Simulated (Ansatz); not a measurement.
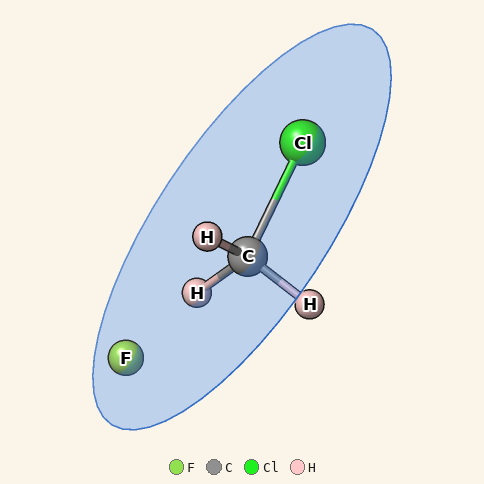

All proper rotation axes (lines) and mirror planes (discs) of the structure are drawn in. Distant atoms are faded towards the background colour. State: charge −1, singlet. The geometry was computed by an optimisation with PBE-D4/def2-SVPD. No frequency run is at hand to confirm it as a minimum.

Question: Name the symmetry elements and the point group.

Answer: It has 1 mirror plane. Point group Cs. The group has 2 operations. The geometry is achiral, and symmetry allows a dipole moment.
